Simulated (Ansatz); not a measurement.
# ZrB2: how well frozen cores do

Does the method matter for ZrB2? The same cell, functional and mesh are run with all-electron LAPW, frozen-core PAW and datasets made for this crystal.

Program: Ansatz 0.2.0. Level of theory: DFT LDA, scalar-relativistic. These are calculated values, not measurements.

### 1 The system as given

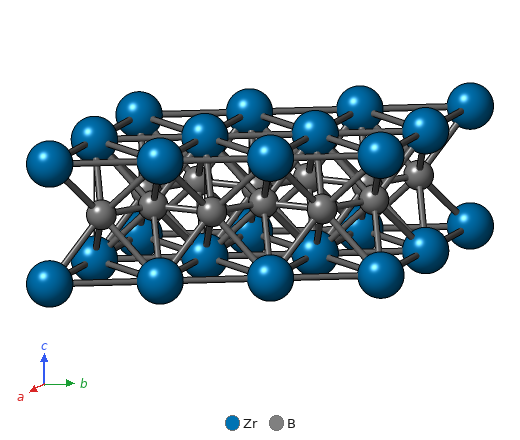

Start, viewed slightly off an axis; zirconium blue, boron grey. 2×3×1 cells are drawn. Atoms on the faces are drawn again on the opposite ones.

Coordinates:

```
CELL_PARAMETERS angstrom
3.16500 0.00000 0.00000
-1.58250 2.74097 0.00000
0.00000 0.00000 3.52000
ATOMIC_POSITIONS crystal
Zr 0.00000 0.00000 0.00000
B 0.33333 0.66667 0.50000
B 0.66667 0.33333 0.50000
```

The geometry is a database entry used as it stands. It may stem from high pressure or temperature, or be incomplete, so it serves as a test cell.

Atoms are numbered in the order of the input: Zr1, B2, B3.

### 2 All-electron LAPW

Contents of input.yaml:

```yaml
crystal:
  lattice:
    - [3.1649998255, 0.0, 0.0]
    - [-1.5824999128, 2.7409702519, 0.0]
    - [0.0, 0.0, 3.52]
  atoms:
    - { symbol: Zr, position: [0.0, 0.0, 0.0] }
    - { symbol: B, position: [0.3333333333, 0.6666666667, 0.5] }
    - { symbol: B, position: [0.6666666667, 0.3333333333, 0.5] }
kpoints:
  mp_grid: { grid: [12, 12, 9] }
  band_path:
    path:
      - [0.0, 0.0, 0.0]
      - [0.5, 0.0, 0.0]
      - [0.3333333333, 0.3333333333, 0.0]
      - [0.0, 0.0, 0.0]
      - [0.0, 0.0, 0.5]
      - [0.5, 0.0, 0.5]
      - [0.3333333333, 0.3333333333, 0.5]
      - [0.0, 0.0, 0.5]
      - [0.5, 0.0, 0.5]
    npoints: 14
scf:
  occupations: { method: fermi_dirac, width: 0.05 }
hamiltonian:
  xc: lda
  pseudopotentials: { kind: all_electron, lapw: { basis_error: 0.001 } }
output:
  forces: true
  stress: true
  eigenvalues: true
  fatbands: true
  populations: true
  dos: { projected: true, de: 0.2, e_range: [-14, 8] }
```

Command:

```sh
ansatz run input.yaml --threads 1 --pin off --max-ram 6144MiB --backend cpu --events-out ev --progress --plain --runs-dir out
```

The program printed:

```text
Zr: projections on atomic orbitals take those of the free atom 1s2 2s2 2p6 3s2 3p6 3d10 4s2 4p6 4d2 5s2, of charge +0.00 (hamiltonian.pseudopotentials.projection_atoms)
B: projections on atomic orbitals take those of the free atom 1s2 2s2 2p1, of charge +0.00 (hamiltonian.pseudopotentials.projection_atoms)
LAPW: plane waves up to 8.656 Å⁻¹, error target 1.0e-3 eV per atom; small_component_spin mean_spin; B in spheres of 0.914 Å, 5 of its electrons in bands, Dirac shells []; Zr in spheres of 1.235 Å, 30 of its electrons in bands, Dirac shells []
Engine: ansatz 0.2.0
Pseudopotentials: kind: all_electron
Pseudopotential: Zr, LAPW, valence charge 30, Koelling and Harmon's equation, gaussian nucleus
Pseudopotential: B, LAPW, valence charge 5, Koelling and Harmon's equation, gaussian nucleus
Functional definition: SPW92
  exchange = slater_x
  correlation = pw_c
Crystal: 3 atoms, lattice volume = 30.537 Å³
Basis set: ecut = 285.4794852928636 eV, 339 PW (Γ), exchange–correlation at level 2
Bands: 24, of which v1, the nominal top of the filled ones, is band 20 counted from 1 (19 counted from 0)
Symmetry: 24 space group operations
Space group: P6/mmm (ITA 191), of the structure as read, at distance tolerance 3.1e-5 Å
k-points: 95 of 1296
Non-local potential: Zr, projectors of the file, none
Non-local potential: B, projectors of the file, none
Initial density: superposition of atomic densities (chi_scale 0.1, normalization cell, long waves kept (reshape's long-wave potential 0.00 eV rms))
Initial wavefunctions: plane waves of lowest kinetic energy (no species holds an atomic orbital)
Functional: x = slater, c = lda
iter 1 solved again at ethr=8.41e-3 eV; its pass at ethr=1.00e-1 eV (dr2=3.37e0 eV) is discarded
SCF iter   1: F=—  HF=-99165.500593 eV  |F-HF|=—  |Δ(HF+E_count)|=         —  Δρ=7.45e-2  dr2=3.37e0  ethr=8.41e-3  ⟨swp⟩=2.0  Hψ=15015  notcnv=0
preconditioner: auto → none  [metal: Δε(μ)=0.109 eV  Ē_g=17.013 eV  σ=0.050 eV  W_gap=0.48  n_scr=8 (ndim 8)  ℏωp=26.9 eV  f_vac=0.000  D(μ)=0.21/eV (n_scr^D=0)  sad-step TF]
SCF iter   2: F=—  HF=-99164.544301 eV  |F-HF|=—  |Δ(HF+E_count)|=   9.56e-1  Δρ=3.84e-2  dr2=8.98e-1  ethr=8.41e-3  ⟨swp⟩=2.1  Hψ=6017  notcnv=0
iter 3 solved again at ethr=1.32e-4 eV; its pass at ethr=2.24e-3 eV (dr2=5.29e-2 eV) is discarded
SCF iter   3: F=—  HF=-99164.312308 eV  |F-HF|=—  |Δ(HF+E_count)|=   2.32e-1  Δρ=9.75e-3  dr2=5.30e-2  ethr=1.32e-4  ⟨swp⟩=2.0  Hψ=12215  notcnv=0
SCF iter   4: F=—  HF=-99164.287300 eV  |F-HF|=—  |Δ(HF+E_count)|=         —  Δρ=2.15e-3  dr2=8.64e-4  ethr=1.32e-4  ⟨swp⟩=3.0  Hψ=7147  notcnv=0
the basis was enlarged: its passes take 35.0 KiB over the memory plan, 1 of 1 planned eigensolver slots
SCF iter   5: F=—  HF=-99164.285633 eV  |F-HF|=—  |Δ(HF+E_count)|=   1.67e-3  Δρ=6.78e-4  dr2=1.32e-4  ethr=2.16e-6  ⟨swp⟩=3.0  Hψ=6880  notcnv=0
SCF iter   6: F=—  HF=-99164.285603 eV  |F-HF|=—  |Δ(HF+E_count)|=   2.99e-5  Δρ=1.09e-4  dr2=4.93e-6  ethr=3.30e-7  ⟨swp⟩=3.0  Hψ=6596  notcnv=0
SCF iter   7: F=-99164.285597 eV  HF=-99164.285597 eV  |F-HF|=4.13e-8  |Δ(HF+E_count)|=   5.83e-6  Δρ=9.61e-6  dr2=2.80e-8  ethr=1.23e-8  ⟨swp⟩=3.0  Hψ=6727  notcnv=0
SCF 1 converged in 7 iterations: F = -99164.285597 eV  dr2 = 2.80e-8
NSCF: frozen V_eff on 113 k-points
SCF converged after 7 iterations
Free energy (F): -99164.285597 eV
Harris-Foulkes:  -99164.285597 eV  (|F-HF|=4.13e-8)
Internal energy: -99164.283631 eV  (E = F + TS)
E sigma→0 (E₀):  -99164.284614 eV
Entropy (-TS):   -0.001966 eV (-0.655 meV/atom)
Fermi energy:    17.210335 eV
--- Per-component energies (eV) ---
  E_band       = -4649.434529
  E_kinetic    = 102337.942019
  E_xc         = -3214.688664
  E_electrostatic = -198287.536986  (all electrons and nuclei)
  E_smearing   = -0.001966  (= −TS)
  E_closure    = 0.000000  (closes the sum)
  E_atoms      = -99138.012757  (free atoms, spherical and without spin; not in F)
  Σ components = -99164.285597   (vs F -99164.285597, Δ=0.00e0)
  Basis errors (estimates in eV, not in F): energy 4.6e-4 per atom: plane waves 4.5e-4 (2.5e-4 summed), levels above the bands 2.3e-45, relativity 6.4e-9, radial functions 1.2e-5, core shells 7.6e-12; eigenvalues (radial functions only) 5.6e-6; not estimated: angular momenta, meshes, grids; target (lapw.basis_error) 1.0e-3; muffin-tin radii B 0.914 Å, Zr 1.235 Å
--- Forces (eV/Å), atoms counted from 1 ---
  atom   1  Zr    -0.00000000    -0.00000000     0.00000000
  atom   2  B     -0.00000000    -0.00000000     0.00000000
  atom   3  B      0.00000000     0.00000000     0.00000000
  max |Σ_I F_I| component: 1.85e-17 eV/Å
--- Stress (GPa, compression-positive) ---
       -7.704610       0.000000       0.000000
        0.000000      -7.704610       0.000000
        0.000000       0.000000      -6.423782
  P = ⅓ Tr σ = -7.2777 GPa (-72.777 kbar)
--- Band table (eV; the first three rows and the last of 95) ---
  k-point 0: bands = ["-379.9102", "-293.5160", "-293.4982", "-293.4982", "-153.9472", "-153.9368", "-151.3257", "-151.3225", "-151.3225", "-151.3084", "-151.3084", "-31.3256", "-9.5726", "-9.0030", "-9.0030", "4.5332", "14.4849", "14.4849", "14.5340", "14.8567", "20.5396", "20.5396", "21.3315", "21.3315"]
  k-point 1: bands = ["-379.9102", "-293.5160", "-293.4982", "-293.4982", "-153.9472", "-153.9368", "-151.3257", "-151.3225", "-151.3225", "-151.3084", "-151.3084", "-31.3232", "-9.6189", "-8.9998", "-8.9998", "4.7196", "13.5053", "14.6018", "14.6018", "15.8285", "19.7027", "19.7027", "20.9564", "20.9564"]
  k-point 2: bands = ["-379.9102", "-293.5160", "-293.4982", "-293.4982", "-153.9472", "-153.9368", "-151.3257", "-151.3225", "-151.3225", "-151.3084", "-151.3084", "-31.3171", "-9.7336", "-8.9917", "-8.9917", "5.2339", "12.2870", "14.9446", "14.9446", "16.9424", "18.6408", "18.6408", "20.0407", "20.0407"]
  k-point 94: bands = ["-379.9102", "-293.5160", "-293.4982", "-293.4982", "-153.9420", "-153.9420", "-151.3257", "-151.3225", "-151.3225", "-151.3084", "-151.3084", "-31.1716", "-9.6614", "-9.6243", "-9.6243", "8.5068", "8.5068", "12.1819", "14.4921", "14.4921", "21.2167", "22.9783", "22.9783", "23.8694"]
--- Löwdin populations: 3 sites ---
  site symbol       q [e]
     0     Zr     39.2731
     1      B      5.3498
     2      B      5.3498
  spilling = 0.000545 (of n_electrons = 50.000000)
```

Wall time 51 s (1 thread of Arm Neoverse N1, shared host); peak memory 0.37 GiB.

Read from it: pressure -7.28 GPa; no gap.

Levels at the path's labelled points, in eV from the Fermi level:

| point | band 17 | band 18 | band 19 | band 20 | band 21 | band 22 | band 23 |
| --- | --- | --- | --- | --- | --- | --- | --- |
| Γ | -2.73 | -2.73 | -2.68 | -2.35 | 3.33 | 3.33 | 4.12 |
| M | -8.41 | -3.97 | -3.12 | -2.77 | 2.19 | 2.24 | 4.87 |
| K | -7.71 | -6.99 | -2.52 | -2.52 | 1.50 | 1.50 | 3.06 |
| Γ | -2.73 | -2.73 | -2.68 | -2.35 | 3.33 | 3.33 | 4.12 |
| A | -7.02 | -1.04 | -1.04 | 0.23 | 0.23 | 0.69 | 0.69 |
| L | -6.95 | -4.70 | -4.21 | -2.01 | 3.69 | 4.13 | 5.25 |
| H | -8.73 | -4.95 | -2.72 | -2.72 | 4.03 | 6.05 | 6.05 |
| A | -7.02 | -1.04 | -1.04 | 0.23 | 0.23 | 0.69 | 0.69 |
| L | -6.95 | -4.70 | -4.21 | -2.01 | 3.69 | 4.13 | 5.25 |

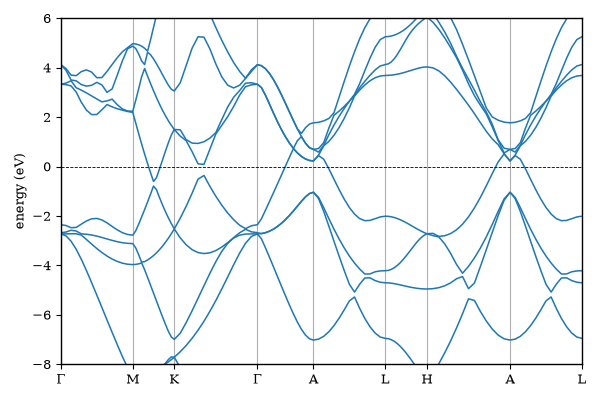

Bands along the path, counted from its Fermi level.

States per cell in windows of 1 eV (zero at the Fermi level; grid of 0.20 eV, so sharp peaks spill over the borders):

| from | to | total | Zr 4d | B 2p | B 2s |
| --- | --- | --- | --- | --- | --- |
| -10 | -9 | 0.82 | 0.18 | 0.24 | 0.34 |
| -9 | -8 | 0.28 | 0.05 | 0.11 | 0.11 |
| -8 | -7 | 0.66 | 0.12 | 0.32 | 0.19 |
| -7 | -6 | 0.57 | 0.11 | 0.31 | 0.12 |
| -6 | -5 | 0.77 | 0.15 | 0.49 | 0.08 |
| -5 | -4 | 1.21 | 0.25 | 0.84 | 0.05 |
| -4 | -3 | 2.05 | 0.62 | 1.30 | 0.04 |
| -3 | -2 | 1.53 | 0.64 | 0.83 | 0.01 |
| -2 | -1 | 0.86 | 0.58 | 0.25 | 0.00 |
| -1 | 0 | 0.25 | 0.19 | 0.06 | 0.00 |
| 0 | 1 | 0.44 | 0.31 | 0.12 | 0.00 |
| 1 | 2 | 1.09 | 0.71 | 0.31 | 0.03 |
| 2 | 3 | 1.29 | 0.93 | 0.27 | 0.04 |
| 3 | 4 | 1.46 | 1.04 | 0.29 | 0.07 |
| 4 | 5 | 1.94 | 1.34 | 0.36 | 0.16 |

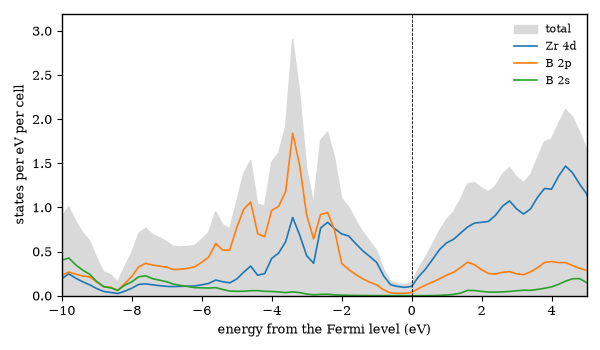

Density of states, total and projected.

[end of part 1 of 2]
